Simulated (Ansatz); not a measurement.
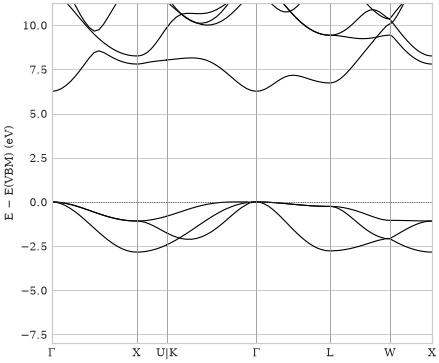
Figure: Band structure from PBE (plane waves, PAW; program Ansatz)

Read off the gap and where the band edges lie.

About 6.3 eV (6.26 eV by a search for the band edges); maximum on the K–Γ line, 81 % of the way from K, minimum at Γ.

The material is LiCl (rock salt, Fm-3m).

The cell was relaxed with PBE under the symmetry of its start.

Potentials: the later of the program's two PAW sets.
